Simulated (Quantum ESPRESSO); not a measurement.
## TiClO: magnetism against uniaxial strain

Wanted: the trend of the moments of TiClO with uniaxial strain.

Program: Quantum ESPRESSO 7.5. Level of theory: LDA with U = 3 eV on Ti d (ortho-atomic projectors); plane waves with GBRV 1.5 LDA potentials, no spin-orbit coupling. Results are calculated unless marked as measured.

The database entry behind the starting cell differs from later determinations by our own check (old inner coordinates), so it need not match the best structure at ambient conditions.

### 1. The structure

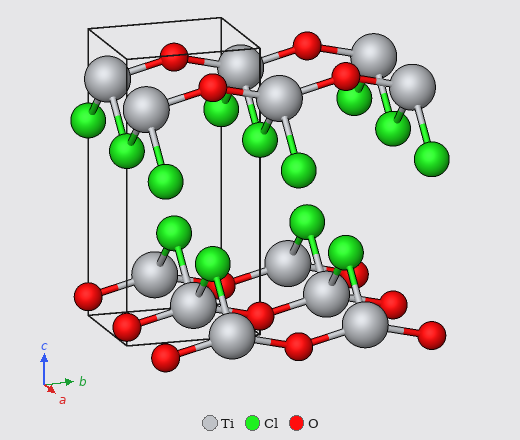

The starting structure, seen slightly off an axis (titanium light grey, chlorine green, oxygen red). 2×2×1 cells are drawn. Some periodic images of atoms are drawn too.

The cell comes from the Crystallography Open Database.

### 2. Factor along z 0.94, ferro ++

Lengths along Cartesian z scale by the factor. Atoms keep their fractional places. Seeded atoms are those given a starting moment.

The input, pw.in:

```
&CONTROL
  calculation = 'scf'
  prefix = 'pwscf'
  outdir = './tmp'
  pseudo_dir = './pseudo'
  disk_io = 'nowf'
  tprnfor = .true.
  tstress = .true.
/
&SYSTEM
  ibrav = 0
  nat = 6
  ntyp = 3
  ecutwfc = 40
  ecutrho = 280
  nbnd = 36
  occupations = 'smearing'
  smearing = 'fd'
  degauss = 0.00367493
  nspin = 2
  starting_magnetization(1) = 0.0833
  starting_magnetization(2) = 0
  starting_magnetization(3) = 0
/
&ELECTRONS
  conv_thr = 1.2d-08
  electron_maxstep = 150
  mixing_beta = 0.3
/
ATOMIC_SPECIES
Ti     47.8670 ti_lda_v1.4.uspp.F.UPF
Cl     35.4500 cl_lda_v1.4.uspp.F.UPF
O      15.9990 o_lda_v1.2.uspp.F.UPF
CELL_PARAMETERS angstrom
   3.3800000000    0.0000000000    0.0000000000
   0.0000000000    3.7900000000    0.0000000000
   0.0000000000    0.0000000000    7.5482000000
ATOMIC_POSITIONS crystal
Ti      0.0000000000    0.5000000000    0.1220000000
Ti      0.5000000000    0.0000000000    0.8780000000
Cl      0.5000000000    0.5000000000    0.3200000000
Cl      0.0000000000    0.0000000000    0.6800000000
O       0.5000000000    0.5000000000    0.9350000000
O       0.0000000000    0.0000000000    0.0650000000
K_POINTS automatic
6 6 6 0 0 0
HUBBARD {ortho-atomic}
U Ti-3d 3.0000
```

The run is started by

```sh
> OMP_NUM_THREADS=1 mpirun -n 2 pw.x -nk 2 -in pw.in > pw.out
```

Log:

```text
Program PWSCF v.7.5 starts

     Message from routine setup:
     using ibrav=0 with symmetry is DISCOURAGED, use correct ibrav instead

     K-points division:     npool     =       2
     Subspace diagonalization in iterative solution of the eigenvalue problem:

     bravais-lattice index     =            0
     lattice parameter (alat)  =       6.3873  a.u.
     unit-cell volume          =     652.5231 (a.u.)^3
     number of atoms/cell      =            6
     number of atomic types    =            3
     number of electrons       =        50.00
     number of Kohn-Sham states=           36
     kinetic-energy cutoff     =      40.0000  Ry
     charge density cutoff     =     280.0000  Ry
     scf convergence threshold =      1.2E-08
     mixing beta               =       0.3000
     number of iterations used =            8  plain     mixing
     Exchange-correlation= SLA  PZ   NOGX NOGC
                           (   1   1   0   0   0   0   0)
     Hubbard projectors: ortho-atomic
     Hubbard parameters of DFT+U (Dudarev formulation) in eV:
     U(Ti-3d) =  3.0000

     Internal variables: lda_plus_u =T, lda_plus_u_kind = 0

     Internal variables: orbital_resolved =F, hub_pot_fix =F, apply_U = F

     celldm(1)=   6.387274  celldm(2)=   0.000000  celldm(3)=   0.000000
     celldm(4)=   0.000000  celldm(5)=   0.000000  celldm(6)=   0.000000

     crystal axes: (cart. coord. in units of alat)
               a(1) = (   1.000000   0.000000   0.000000 )
               a(2) = (   0.000000   1.121302   0.000000 )
               a(3) = (   0.000000   0.000000   2.233195 )

     reciprocal axes: (cart. coord. in units 2 pi/alat)
               b(1) = (  1.000000  0.000000  0.000000 )
               b(2) = (  0.000000  0.891821  0.000000 )
               b(3) = (  0.000000  0.000000  0.447789 )

     PseudoPot. # 1 for Ti read from file:
     ti_lda_v1.4.uspp.F.UPF
     Pseudo is Ultrasoft + core correction, Zval = 12.0

     PseudoPot. # 2 for Cl read from file:
     cl_lda_v1.4.uspp.F.UPF
     Pseudo is Ultrasoft + core correction, Zval =  7.0

     PseudoPot. # 3 for O  read from file:
     o_lda_v1.2.uspp.F.UPF
     Pseudo is Ultrasoft + core correction, Zval =  6.0

     atomic species   valence    mass     pseudopotential
     Ti               12.00    47.86700     Ti( 1.00)
     Cl                7.00    35.45000     Cl( 1.00)
     O                 6.00    15.99900     O ( 1.00)

     Starting magnetic structure
     atomic species   magnetization
     Ti              0.083
     Cl              0.000
     O               0.000

      8 Sym. Ops., with inversion, found ( 4 have fractional translation)

   Cartesian axes

     site n.     atom                  positions (alat units)
         1        Ti     tau(   1) = (   0.0000000   0.5606509   0.2724498  )
         2        Ti     tau(   2) = (   0.5000000   0.0000000   1.9607454  )
         3        Cl     tau(   3) = (   0.5000000   0.5606509   0.7146225  )
         4        Cl     tau(   4) = (   0.0000000   0.0000000   1.5185728  )
         5        O      tau(   5) = (   0.5000000   0.5606509   2.0880376  )
         6        O      tau(   6) = (   0.0000000   0.0000000   0.1451577  )

     number of k points=    64  Fermi-Dirac smearing, width (Ry)=  0.0037
                       cart. coord. in units 2pi/alat
        k(    1) = (   0.0000000   0.0000000   0.0000000), wk =   0.0046296
        k(    2) = (   0.0000000   0.0000000   0.0746315), wk =   0.0092593
        k(    3) = (   0.0000000   0.0000000   0.1492630), wk =   0.0092593
        k(    4) = (   0.0000000   0.0000000  -0.2238944), wk =   0.0046296
        k(    5) = (   0.0000000   0.1486368   0.0000000), wk =   0.0092593
        [... 59 further k-points ...]

     Dense  grid:    51611 G-vectors     FFT dimensions: (  36,  40,  75)

     Smooth grid:    22369 G-vectors     FFT dimensions: (  30,  30,  60)

     Check: negative core charge=   -0.000004
     Generating pointlists ...
     new r_m :   0.2372 (alat units)  1.5148 (a.u.) for type    1
     new r_m :   0.2753 (alat units)  1.7586 (a.u.) for type    2
     new r_m :   0.2372 (alat units)  1.5148 (a.u.) for type    3

     Initial potential from superposition of free atoms

     starting charge      47.9999, renormalised to      50.0000

     negative rho (up, down):  1.618E-02 1.608E-02

     STARTING HUBBARD OCCUPATIONS:

     =================== HUBBARD OCCUPATIONS ===================
     ------------------------ ATOM    1 ------------------------
     Tr[ns(  1)] (up, down, total) =   1.00000  0.00000  1.00000
     Atomic magnetic moment for atom   1 =   1.00000
     [... lines left out ...]
     ------------------------ ATOM    2 ------------------------
     Tr[ns(  2)] (up, down, total) =   1.00000  0.00000  1.00000
     Atomic magnetic moment for atom   2 =   1.00000
     [... lines left out ...]
     Number of occupied Hubbard levels =    2.0000

     Atomic wfc used for Hubbard projectors are orthogonalized

     Starting wfcs are   36 randomized atomic wfcs

     Self-consistent Calculation

     iteration #  1     ecut=    40.00 Ry     beta= 0.30
     Davidson diagonalization with overlap
     ethr =  1.00E-02,  avg # of iterations =  5.6

     =================== HUBBARD OCCUPATIONS ===================
     ------------------------ ATOM    1 ------------------------
     Tr[ns(  1)] (up, down, total) =   1.54923  0.55949  2.10872
     Atomic magnetic moment for atom   1 =   0.98974
     [... lines left out ...]
     ------------------------ ATOM    2 ------------------------
     Tr[ns(  2)] (up, down, total) =   1.54923  0.55949  2.10872
     Atomic magnetic moment for atom   2 =   0.98974
     [... lines left out ...]
     Number of occupied Hubbard levels =    4.2174

     negative rho (up, down):  1.552E-02 1.579E-02

     total energy              =    -369.77581368 Ry
     estimated scf accuracy    <       0.96229374 Ry

     total magnetization       =     2.00 Bohr mag/cell
     absolute magnetization    =     2.10 Bohr mag/cell

     iteration #  2     ecut=    40.00 Ry     beta= 0.30
     Davidson diagonalization with overlap
     ethr =  1.92E-03,  avg # of iterations =  2.6

     negative rho (up, down):  1.524E-02 1.576E-02

     total energy              =    -369.99744901 Ry
     estimated scf accuracy    <       0.11230470 Ry

     total magnetization       =     2.00 Bohr mag/cell
     absolute magnetization    =     2.13 Bohr mag/cell

     [... further iterations left out ...]

     iteration # 13     ecut=    40.00 Ry     beta= 0.30
     Davidson diagonalization with overlap
     ethr =  2.86E-10,  avg # of iterations =  2.8

     negative rho (up, down):  1.423E-02 1.560E-02

     total energy              =    -370.06058451 Ry
     estimated scf accuracy    <       0.00000002 Ry

     total magnetization       =     2.00 Bohr mag/cell
     absolute magnetization    =     2.11 Bohr mag/cell

     iteration # 14     ecut=    40.00 Ry     beta= 0.30
     Davidson diagonalization with overlap
     ethr =  4.15E-11,  avg # of iterations =  2.1

     negative rho (up, down):  1.422E-02 1.559E-02

     Magnetic moment per site  (integrated on atomic sphere of radius R)
     atom   1 (R=0.237)  charge=  8.5840  magn=  0.6698
     atom   2 (R=0.237)  charge=  8.5840  magn=  0.6698
     atom   3 (R=0.275)  charge=  4.8996  magn=  0.0103
     atom   4 (R=0.275)  charge=  4.8996  magn=  0.0103
     atom   5 (R=0.237)  charge=  5.4132  magn= -0.0104
     atom   6 (R=0.237)  charge=  5.4132  magn= -0.0104

     End of self-consistent calculation

     =================== HUBBARD OCCUPATIONS ===================
     ------------------------ ATOM    1 ------------------------
     Tr[ns(  1)] (up, down, total) =   1.59771  0.61343  2.21114
     Atomic magnetic moment for atom   1 =   0.98428
     [... lines left out ...]
     ------------------------ ATOM    2 ------------------------
     Tr[ns(  2)] (up, down, total) =   1.59771  0.61343  2.21114
     Atomic magnetic moment for atom   2 =   0.98428
     [... lines left out ...]
     Number of occupied Hubbard levels =    4.4223

     Number of k-points >= 100: set verbosity='high' to print the bands.

     the Fermi energy is     8.2120 ev

!    total energy              =    -370.06058453 Ry
     estimated scf accuracy    <          6.7E-09 Ry
     smearing contrib. (-TS)   =      -0.00000002 Ry
     internal energy E=F+TS    =    -370.06058450 Ry

     The total energy is F=E-TS. E is the sum of the following terms:
     one-electron contribution =    -282.32599800 Ry
     hartree contribution      =     159.66071531 Ry
     xc contribution           =     -69.28521993 Ry
     ewald contribution        =    -178.34899928 Ry
     Hubbard energy            =       0.23891740 Ry

     total magnetization       =     2.00 Bohr mag/cell
     absolute magnetization    =     2.11 Bohr mag/cell

     convergence has been achieved in  14 iterations

     negative rho (up, down):  1.422E-02 1.559E-02

     Forces acting on atoms (cartesian axes, Ry/au):

     atom    1 type  1   force =     0.00000000    0.00000000   -0.07228094
     atom    2 type  1   force =     0.00000000    0.00000000    0.07228094
     atom    3 type  2   force =     0.00000000    0.00000000    0.08709491
     atom    4 type  2   force =     0.00000000    0.00000000   -0.08709491
     atom    5 type  3   force =     0.00000000    0.00000000    0.01421887
     atom    6 type  3   force =     0.00000000    0.00000000   -0.01421887

     Total force =     0.161321     Total SCF correction =     0.000145

     Computing stress (Cartesian axis) and pressure

     negative rho (up, down):  1.422E-02 1.559E-02
          total   stress  (Ry/bohr**3)                   (kbar)     P=       74.81
   0.00074275   0.00000000   0.00000000          109.26        0.00        0.00
   0.00000000   0.00004418   0.00000000            0.00        6.50        0.00
   0.00000000   0.00000000   0.00073864            0.00        0.00      108.66

=------------------------------------------------------------------------------=
   JOB DONE.
=------------------------------------------------------------------------------=
```

It took 2.8 min on 2 MPI ranks of Arm Neoverse V2, shared host; peak memory 0.55 GiB; 5.6 min of CPU time.

Spin moment in the atom's sphere by atom:

| atom | spin moment in the atom's sphere (μB) |
| --- | --- |
| Ti1 | 0.670 |
| Ti2 | 0.670 |
| Cl3 | 0.010 |
| Cl4 | 0.010 |
| O5 | -0.010 |
| O6 | -0.010 |

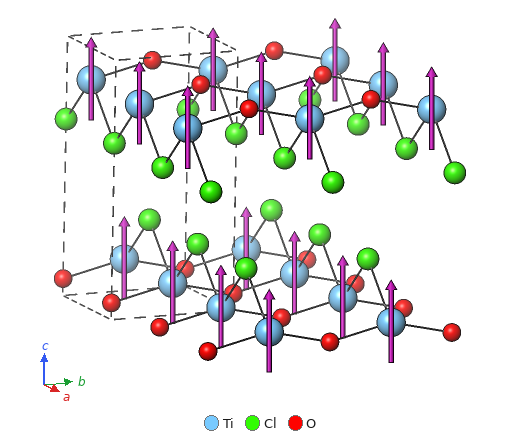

Spin moment in the atom's sphere as arrows, the longest 0.670 μB. Up and down stand for the sign. Arrows give size and sign along the axis of quantisation, drawn up and down the page. 3×2×1 cells are drawn. Some periodic images of atoms are drawn too.

Numbers from this step:

```
smearing term TS       : 3.30e-7 eV
pressure               : 7.481 GPa
magnetization          : 2 μB
absolute magnetization : 2.111 μB
final state            : ferromagnetic
```

### 3. Factor along z 0.94, antiferro +-

Edit pw.in of step 2 so:

```diff
@@ -12,6 +12,6 @@
   nat = 6
-  ntyp = 3
+  ntyp = 4
   ecutwfc = 40
   ecutrho = 280
-  nbnd = 36
+  nbnd = 35
   occupations = 'smearing'
@@ -21,4 +21,5 @@
   starting_magnetization(1) = 0.0833
-  starting_magnetization(2) = 0
+  starting_magnetization(2) = -0.0833
   starting_magnetization(3) = 0
+  starting_magnetization(4) = 0
 /
@@ -30,3 +31,4 @@
 ATOMIC_SPECIES
-Ti     47.8670 ti_lda_v1.4.uspp.F.UPF
+Ti1    47.8670 ti_lda_v1.4.uspp.F.UPF
+Ti2    47.8670 ti_lda_v1.4.uspp.F.UPF
 Cl     35.4500 cl_lda_v1.4.uspp.F.UPF
@@ -38,4 +40,4 @@
 ATOMIC_POSITIONS crystal
-Ti      0.0000000000    0.5000000000    0.1220000000
-Ti      0.5000000000    0.0000000000    0.8780000000
+Ti1     0.0000000000    0.5000000000    0.1220000000
+Ti2     0.5000000000    0.0000000000    0.8780000000
 Cl      0.5000000000    0.5000000000    0.3200000000
@@ -47,2 +49,3 @@
 HUBBARD {ortho-atomic}
-U Ti-3d 3.0000
+U Ti1-3d 3.0000
+U Ti2-3d 3.0000
```

Log:

```text
     [... lines left out ...]
Program PWSCF v.7.5 starts
     [... lines left out ...]
     number of atoms/cell      =            6
     [... lines left out ...]
     number of electrons       =        50.00
     number of Kohn-Sham states=           35
     kinetic-energy cutoff     =      40.0000  Ry
     charge density cutoff     =     280.0000  Ry
     scf convergence threshold =      1.2E-08
     [... lines left out ...]
      4 Sym. Ops. (no inversion) found
     [... lines left out ...]
     number of k points=    64  Fermi-Dirac smearing, width (Ry)=  0.0037
     [... lines left out ...]
     iteration # 15     ecut=    40.00 Ry     beta= 0.30
     [... lines left out ...]
     Magnetic moment per site  (integrated on atomic sphere of radius R)
     atom   1 (R=0.237)  charge=  8.5833  magn=  0.6651
     atom   2 (R=0.237)  charge=  8.5833  magn= -0.6651
     atom   3 (R=0.275)  charge=  4.8996  magn=  0.0113
     atom   4 (R=0.275)  charge=  4.8996  magn= -0.0113
     atom   5 (R=0.237)  charge=  5.4135  magn=  0.0325
     atom   6 (R=0.237)  charge=  5.4135  magn= -0.0325
     [... lines left out ...]
     Tr[ns(  1)] (up, down, total) =   1.59361  0.61684  2.21045
     [... lines left out ...]
     Tr[ns(  2)] (up, down, total) =   0.61683  1.59362  2.21045
     [... lines left out ...]
     the Fermi energy is     8.2855 ev
!    total energy              =    -370.06058113 Ry
     estimated scf accuracy    <          5.0E-09 Ry
     smearing contrib. (-TS)   =      -0.00000001 Ry
     [... lines left out ...]
     total magnetization       =    -0.00 Bohr mag/cell
     absolute magnetization    =     2.11 Bohr mag/cell
     convergence has been achieved in  15 iterations
     [... lines left out ...]
     Total force =     0.161627     Total SCF correction =     0.000236
     [... lines left out ...]
          total   stress  (Ry/bohr**3)                   (kbar)     P=       74.76
     [... lines left out ...]
```

The job ended after 2.8 min (2 MPI ranks; peak memory 0.54 GiB).

Spin moment in the atom's sphere by atom:

| atom | spin moment in the atom's sphere (μB) |
| --- | --- |
| Ti1 | 0.665 |
| Ti2 | -0.665 |
| Cl3 | 0.011 |
| Cl4 | -0.011 |
| O5 | 0.033 |
| O6 | -0.033 |

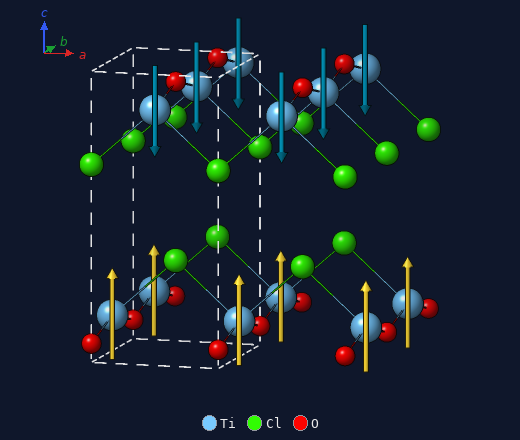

Spin moment in the atom's sphere as arrows, the longest 0.665 μB. Up and down stand for the sign. Arrows give size and sign along the axis of quantisation, drawn up and down the page. The two directions have two colours. 2×2×1 cells are drawn. Some periodic images of atoms are drawn too.

This step gave:

| Quantity | Value |
| --- | --- |
| smearing term TS | 8.10e-8 eV |
| pressure | 7.476 GPa |
| magnetization | 0 μB |
| absolute magnetization | 2.109 μB |
| final state | antiferromagnetic |

(Part 1 of 2 ends here.)

[Logs and program files are shortened in this print: banners, set-up blocks, solver, clock and traceback lines can be left out without a mark of their own.]

[Logs are printed without paths, hosts, clocks, repeated set-up lines and the standing remarks that a program may print on its own settings, such as how far it seeks lower states.]

[Hosts, paths, dates, database ids (printed as entryN), source tags and the programs' standing remarks are cut or masked in the printed files.]

[Where a cell is said to come from a database of computed structures, the database is the Materials Project.]
